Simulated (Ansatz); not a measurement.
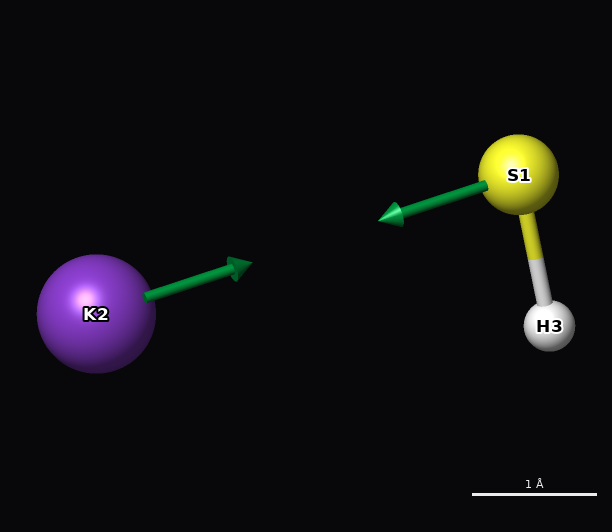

Arrows show the forces on the atoms, 1 Å of arrow for 1 eV/Å; forces under a tenth of the largest aren't drawn. Level of theory: PBE0-D4/def2-TZVP (Ansatz 0.2.0).

List the force components in the frame of the picture (x right, y up, z towards the viewer), in eV/Å.

```
atom     Fx     Fy     Fz
  S1  −0.88  −0.29   0.31
  K2   0.88   0.29  −0.31
  H3   0.00   0.00   0.00
```
